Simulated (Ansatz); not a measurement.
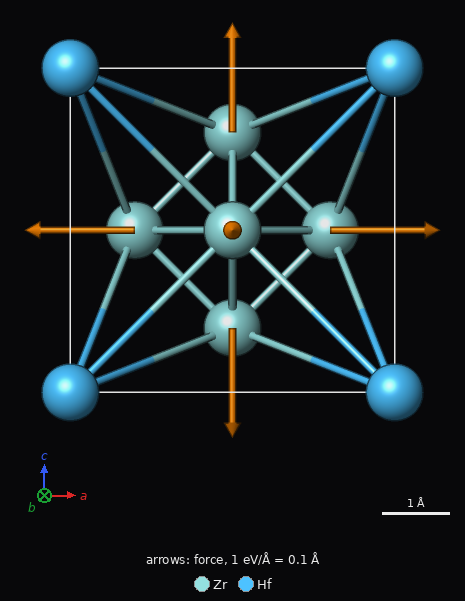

Starting geometry of crystalline HfZr6 (a generated structure, set up in Pm-3m) (coarse preliminary run) with the computed forces as orange arrows. Style: ball-and-stick. Shown: the cell of the calculation, along the b axis.

The calculation used DFT PBE, scalar-relativistic, plane waves, PAW in Ansatz.

The input:
```yaml
crystal:
  lattice:
    - [4.90841759, 0.0, 0.0]
    - [0.0, 4.90841759, 0.0]
    - [0.0, 0.0, 4.90841759]
  atoms:
    - { symbol: Zr, position: [0.80113411, 0.5, 0.5] }
    - { symbol: Zr, position: [0.19886589, 0.5, 0.5] }
    - { symbol: Zr, position: [0.5, 0.5, 0.80113411] }
    - { symbol: Zr, position: [0.5, 0.5, 0.19886589] }
    - { symbol: Zr, position: [0.5, 0.19886589, 0.5] }
    - { symbol: Zr, position: [0.5, 0.80113411, 0.5] }
    - { symbol: Hf, position: [0.0, 0.0, 0.0] }
basis:
  ecutwfc: 420
kpoints:
  mp_grid: { grid: [4, 4, 4] }
hamiltonian:
  xc: pbe
scf:
  occupations: { method: gaussian, width: 0.1 }
  lower_state_search: "off"
output:
  forces: true
  stress: true
  eigenvalues: true
relax:
  adjacent_minimum: "off"
  f_tol: 0.04
  max_steps: 70
  cell: { stress_tol: 0.4 }
```

Run as
```bash
ansatz run input.yaml --threads 1 --pin off --max-ram 2048MiB --backend cpu --events-out ev --progress --plain --runs-dir out
```

Q: What follows when this structure is relaxed?

A: It isn't relaxed: the largest force vector, on Zr atoms, is 16.73 eV/Å. The atoms end up moving mostly along the starting forces (cosine between the two patterns 1.00). After 11 accepted moves (13 points after the start) the energy has fallen by 5658 meV per atom. Largest force component: 17 eV/Å at the start, 0.0056 eV/Å at the end. The pressure goes from 172.69 to 0.11 GPa. At 2 points the geometry stayed and the basis and grid were re-selected for the new cell (energy shift of 149 meV per atom at most each time). The largest moves relative to the cell, 0.052 Å, are those of Zr1, Zr2, Zr3, Zr4, Zr5 and Zr6. Zr2 goes along −a. Hf stays in place. Cell: a = b = c 4.908 → 6.518 Å (+32.8 %). Volume +134.2 %. Near-neighbour distances that change, for instance: Zr1–Hf7 3.605 → 4.774 Å, Zr1–Zr2 2.956 → 4.030 Å, Zr1–Zr3 2.090 → 2.850 Å, Zr1–Zr2 (another image) 1.952 → 2.488 Å. Bonds break: Zr1–Zr3 (2.09 → 2.85 Å), Zr1–Zr4 (2.09 → 2.85 Å), Zr1–Zr5 (2.09 → 2.85 Å), Zr1–Zr6 (2.09 → 2.85 Å). The space group stays Pm-3m (No. 221).
